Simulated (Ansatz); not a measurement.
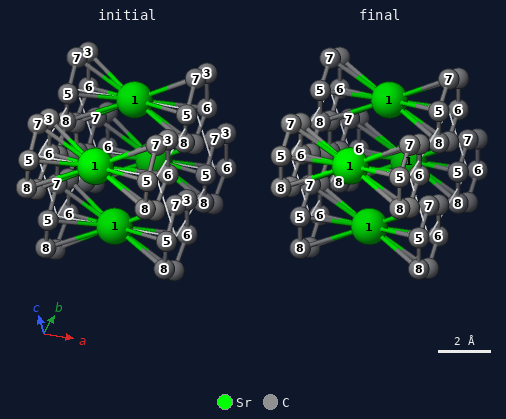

The structure of a crystal of SrC₈ (a generated structure, set up in P1) (coarse preliminary run) before (left) and after (right) a relaxation, at one scale.

The picture is a ball-and-stick view of the cell of the calculation, seen from a free direction.

Theory: Ansatz 0.2.0, DFT PBE+D3(BJ), scalar-relativistic, plane waves, PAW.

Input
```yaml
crystal:
  lattice:
    - [0.0014611917, -0.00937432, 4.8376804325]
    - [4.9844289701, 0.0296209693, 0.0015125587]
    - [-2.4665619732, 4.2720362236, -0.0091600747]
  atoms:
    - { symbol: Sr, position: [0.4867878767, -0.0043922417, 0.0042123613] }
    - { symbol: C, position: [0.0102982449, 0.3114773364, 0.6646980953] }
    - { symbol: C, position: [0.0109115976, 0.3648304808, 0.2208356807] }
    - { symbol: C, position: [-0.0165168556, 0.8280620717, 0.6280871486] }
    - { symbol: C, position: [0.0100575329, 0.8086383208, 0.1441884083] }
    - { symbol: C, position: [1.0080448049, 0.1896360047, 0.8342653368] }
    - { symbol: C, position: [-0.0083171435, 0.1824863035, 0.326456736] }
    - { symbol: C, position: [-0.0132014781, 0.6676159441, 0.8323081786] }
    - { symbol: C, position: [0.0119354201, 0.6516457796, 0.3449480544] }
basis:
  ecutwfc: 420
kpoints:
  mp_grid: { grid: [4, 6, 6] }
hamiltonian:
  xc: pbe
  dispersion: d3bj
scf:
  occupations: { method: gaussian, width: 0.2 }
  lower_state_search: "off"
output:
  forces: true
  stress: true
  eigenvalues: true
relax:
  adjacent_minimum: "off"
  f_tol: 0.025
  max_steps: 60
  cell: { stress_tol: 0.25 }
```

Command:
```bash
ansatz run input.yaml --threads 1 --pin off --max-ram 2048MiB --backend cpu --events-out ev --progress --plain --runs-dir out
```

### Describe what moved and what it gained.

The atom that moves furthest relative to the cell is C3 (0.24 Å roughly along [−1 −2 −3]). Largest moves by element: C 0.24 Å, Sr 0.07 Å. The volume changes by +0.7 %, with a 4.838 → 4.837 Å (0.0 %), b unchanged at 4.985 Å, c 4.933 → 4.985 Å (+1.1 %), α 119.7° → 120.0°, β 90.2° → 90.0°. Among the contacts that change: C3–C6 1.659 → 1.444 Å, C4–C9 1.236 → 1.434 Å, C3–C7 1.255 → 1.444 Å, Sr1–C3 3.000 → 2.817 Å. Among the angles between lasting bonds that change: C7–C3–C9 133.4° → 120.0°, C6–C2–C7 132.5° → 120.0°, Sr1–C7–C3 86.4° → 75.2°. The space group (tolerance 0.01 Å) goes from P1 (No. 1) to P6/mmm (No. 191). Over 5 accepted moves (6 points after the start) the energy falls by 580 meV per atom. The largest force component goes from 15 to 0.0018 eV/Å. The pressure goes from 17.91 to −0.03 GPa. The SCF was repeated once at an unchanged geometry on a basis and grid sized afresh for the cell, which shifted the energy by 0.2 meV per atom at most. The run took 120 s on 1 thread of Intel(R) Xeon(R) Platinum 8488C (Sapphire Rapids), with other jobs on the host, peak memory 0.53 GiB.
